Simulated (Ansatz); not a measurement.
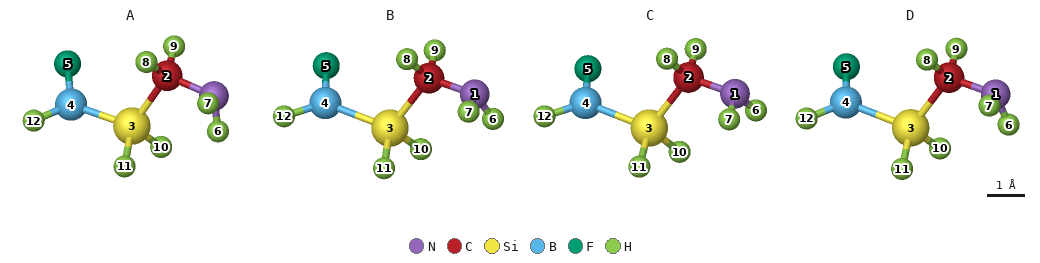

4 geometries from one relaxation of CH7BFNSi, in shuffled order. The picture is a ball-and-stick view, seen from a free direction.

The run prepares an end point of a later path (inversion) calculation, from a guessed geometry.

Level of theory: Ansatz 0.2.0, RKS PBE0/def2-SVP. Set-up: no spin polarisation; force threshold 0.015 eV/Å; at most 40 steps.

Q: Order the frames from highest to lowest energy.

A: A, D, B, C. They are steps 0, 2, 3, 12, at +0.884 eV, +0.082 eV, +0.057 eV relative to the last. After 11 accepted moves (12 points after the start) the energy has fallen by 0.884 eV. The largest force component goes from 4.6 to 0.0093 eV/Å. The line search rejected the trial step at point 9 of the run. H6 moves most after the best rigid fit: 0.77 Å. By element the largest moves are H 0.77 Å, N 0.19 Å, B 0.17 Å, F 0.14 Å, Si 0.12 Å, C 0.10 Å. Among the contacts that change: Si3–B4 1.887 → 2.041 Å, B4–F5 1.460 → 1.325 Å, N1–H7 1.093 → 1.018 Å, C2–Si3 1.854 → 1.916 Å. Among the angles between lasting bonds that change: N1–C2–Si3 108.1° → 115.3°, Si3–B4–H12 119.3° → 125.5°, C2–N1–H7 104.8° → 110.7°. Groups turn about N1–C2 by about 45°.
